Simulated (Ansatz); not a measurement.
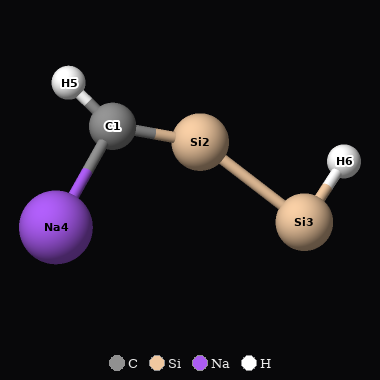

The system is CH₂NaSi₂, charge +1; the picture shows the reference structure. First axis: bond length Si2–Si3. Second axis: bond length Si3–H6. Nothing is relaxed (all other coordinates rigid). The grid has 7 × 7 points. Points are written as (first, second). Energies: kcal/mol, counted from the lowest grid point. The reference is spin-restricted, which grows unreliable where a bond is stretched far. Computed with Ansatz 0.2.0, RKS PBE0-D4/def2-SVP.

Its coordinates:

```tsv
atom	x (Å)	y (Å)	z (Å)
C	-0.2894	0.6598	-1.1630
Si	0.5353	0.0560	0.1450
Si	0.5190	-1.1955	2.1029
Na	-2.6481	0.0939	-1.2727
H	-0.1220	1.2703	-2.0569
H	2.0052	-0.8845	2.2447
```

Range: bond length Si2–Si3 from 1.906 to 3.486 Å; bond length Si3–H6 from 1.342 to 1.906 Å.

### What will the energy surface look like?

The lowest grid point is at (2.432 Å, 1.530 Å). The bottom of the well lies between grid points, at about (2.318 Å, 1.525 Å), about 1 kcal/mol lower on the interpolated surface. No other kind of well shows on this grid. The highest grid point, (3.486 Å, 1.906 Å), lies 50.7 kcal/mol above the lowest. Round the minimum the two coordinates are nearly uncoupled.

| bond length Si3–H6 ↓, bond length Si2–Si3 → | 1.906 | 2.169 | 2.432 | 2.696 | 2.959 | 3.222 | 3.486 |
| --- | --- | --- | --- | --- | --- | --- | --- |
| 1.906 | 47.2 | 17.6 | 15.5 | 23.0 | 32.6 | 42.0 | 50.7 |
| 1.812 | 41.4 | 12.0 | 9.9 | 17.2 | 26.9 | 36.3 | 44.9 |
| 1.718 | 36.5 | 7.1 | 5.1 | 12.4 | 21.9 | 31.4 | 40.0 |
| 1.624 | 32.7 | 3.5 | 1.5 | 8.8 | 18.3 | 27.8 | 36.4 |
| 1.530 | 31.0 | 1.9 | 0.0 | 7.3 | 16.8 | 26.3 | 34.8 |
| 1.436 | 32.5 | 3.5 | 1.7 | 9.0 | 18.6 | 28.0 | 36.6 |
| 1.342 | 38.7 | 9.9 | 8.1 | 15.6 | 25.1 | 34.6 | 43.2 |

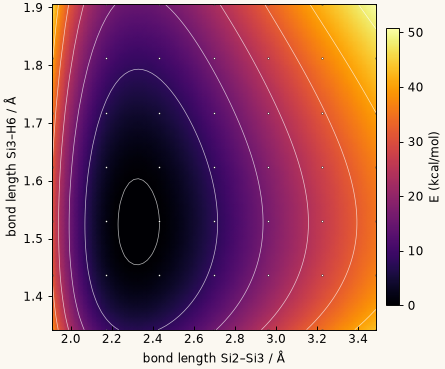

The picture shows a smooth colour map with a few white contour lines, dots at the grid points. Between grid points the surface is interpolated.

Time for the 49 points that were run: 19 min on 1 thread of Intel(R) Xeon(R) Processor @ 2.50GHz (Skylake/Cascade Lake) (shared host).
